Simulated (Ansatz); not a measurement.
# BH3Se3: single point from an input written key by key

A script is to give a single point from an input written key by key; the system is BH3Se3. SMILES: [SeH]B([SeH])[SeH].

All numbers are computed with Ansatz 0.2.0, driven from Python. Level of theory: PBE/def2-SVP.

### 1 Starting point

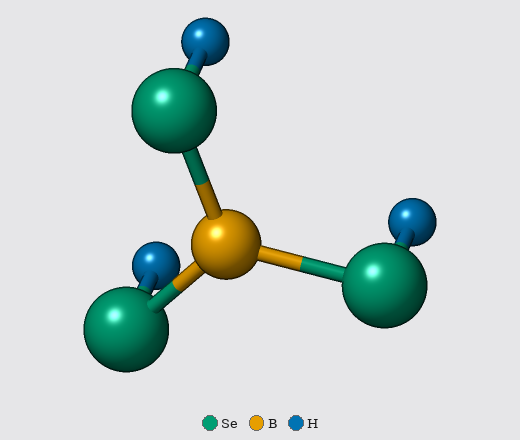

The starting structure, viewed from a chosen angle; selenium teal, boron amber, hydrogen blue.

No structure file is read: the coordinates are typed or built in the script.

### 2 The code

deck_bh3se3.py reads:

```python
import ansatz

deck = {
    "crystal": {
        "periodic": [False, False, False],
        "atoms": [
            {"symbol": "Se", "position_ang": [-2.0606, 0.0955, 0.1988]},
            {"symbol": "B", "position_ang": [-0.2472, -0.6128, 0.1774]},
            {"symbol": "Se", "position_ang": [0.8479, -0.5269, 1.8298]},
            {"symbol": "Se", "position_ang": [0.5904, -1.3848, -1.5134]},
            {"symbol": "H", "position_ang": [-1.5657, 1.5099, -0.2455]},
            {"symbol": "H", "position_ang": [1.4166, 0.8652, 1.4248]},
            {"symbol": "H", "position_ang": [1.0799, -0.0141, -1.9177]},
        ],
    },
    "basis": {"gaussian": {"orbitals": "def2-SVP"}},
    "hamiltonian": {"xc": "pbe"},
    "accuracy": "medium",
    "scf": {"lower_state_search": "off"},
}
session = ansatz.Session.from_dict(deck)
rep = session.plan(threads=1).execute().report

print(f"E = {rep['free_energy_ev']:.6f} eV = {rep['free_energy_ev'] / 27.211386246:.7f} Ha")
print("converged:", rep["converged"], " doubts:", rep["published_state_doubts"] or "none")
symbols = ["Se", "B", "Se", "Se", "H", "H", "H"]
state = rep["mean_field"]["state"]
print(f"mean field: {state['energy']['hartree']:.7f} Ha, <S^2> = {abs(state['spin_squared']):.4f}, stability: {state.get('stability', {}).get('kind')}")
```

### 3 Running it

Started as:

```bash
$ python deck_bh3se3.py
```

The log of the run:

```text
E = -196719.008381 eV = -7229.2902171 Ha
converged: True  doubts: none
mean field: -7229.2902171 Ha, <S^2> = 0.0000, stability: undecided
```

Wall time 2.6 s (1 thread of Arm Neoverse V1, shared host); peak memory 0.21 GiB.

### 4 Size and end state of the run

The report of the run holds:

| item | value |
| --- | --- |
| SCF cycles in all | 19 |
| orbitals | 125 |
| total energy (eV) | -196719.00838 |

### 5 The same input on the command line

The engine's input of that run, saved to a file, gives the whole log.

input.yaml reads:

```yaml
crystal:
  periodic: [false, false, false]
  atoms:
    - { symbol: Se, position_ang: [-2.0606, 0.0955, 0.1988] }
    - { symbol: B, position_ang: [-0.2472, -0.6128, 0.1774] }
    - { symbol: Se, position_ang: [0.8479, -0.5269, 1.8298] }
    - { symbol: Se, position_ang: [0.5904, -1.3848, -1.5134] }
    - { symbol: H, position_ang: [-1.5657, 1.5099, -0.2455] }
    - { symbol: H, position_ang: [1.4166, 0.8652, 1.4248] }
    - { symbol: H, position_ang: [1.0799, -0.0141, -1.9177] }
basis:
  gaussian: { orbitals: def2-SVP }
hamiltonian:
  xc: pbe
accuracy: medium
scf:
  lower_state_search: "off"
```

Started as:

```bash
$ ansatz run input.yaml --threads 1 --pin off --max-ram 4096MiB --backend cpu --events-out ev --progress --plain --runs-dir out
```

The log of the run, cut to the lines that bear on the results:

```text
Warning: RAYON_NUM_THREADS=1 ignored (pool sized by the plan → 1); use --threads N
[...]
Functional definition: PBE
[...]
1366 factors; their error is unknown
[...]
mean field -196719.00835131 eV, -7229.2902159776 hartree, gradient 1.8e-6 eV, S^2 0.000000; 0 other end points of the search recorded, 0 dependent functions left out
reference -196719.00838123 eV, -7229.2902170772 hartree; 55, 55 occupied and 70, 70 virtual orbitals, 1366 factors
Total energy: -196719.00838123 eV, -7229.2902170772 hartree
Checks for a lower state left out: stability, starts, cluster_reference, orbital_swaps, neighbouring_geometries, increment
```

Run time: 2.5 s. Hardware: 1 thread of Arm Neoverse V1, shared host; peak memory 0.16 GiB.

Script and command line differ by 0.000 meV in the energy.

### 6 Summary of results

```
    quantity            value
total energy  -196719.0084 eV
```

**Reading.** The run converged in 19 cycles with 125 orbitals. The geometry is a force-field or estimated start, not a minimum of this method, and the basis set is short of its limit.
